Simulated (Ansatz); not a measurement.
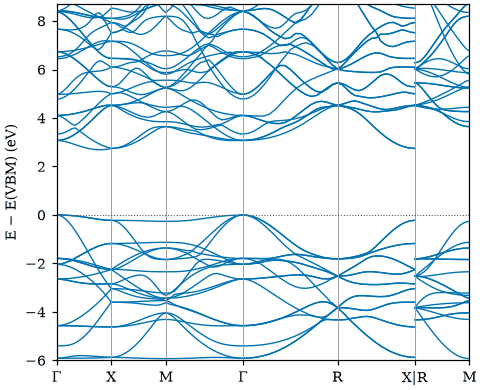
Figure. Band structure from DFT-PBE in the program Ansatz with PAW potentials

Problem. Read off the gap and where the band edges lie.

Solution. About 2.7 eV (2.69 eV by a search for the band edges); maximum at Γ, minimum on the Γ–X line, 79 % of the way from Γ.

Problem. Pick the material that matches.
A) AlP, Pm-3n (Al on 6c, P on 6d)
B) ZnO, Pm-3n (Zn on 6c, O on 6d)
C) BeSe, Pm-3n (Be on 6c, Se on 6d)
D) GaP, Pm-3n (Ga on 6c, P on 6d)

Solution. C, BeSe, Pm-3n (Be on 6c, Se on 6d)

The start of the workflow was typed in or built on a structure type; neither database checked (COD, Materials Project) lists it. COD files the formula under space group No. 216. Its standing as an ambient phase is unchecked. The cell was relaxed with PBE under the symmetry of its start; its stability against distortions is not shown here. The volume moved by 20 % from the start of the relaxation. Spin–orbit coupling is left out wherever it is not named.

Potentials: the earlier of the program's two PAW sets.
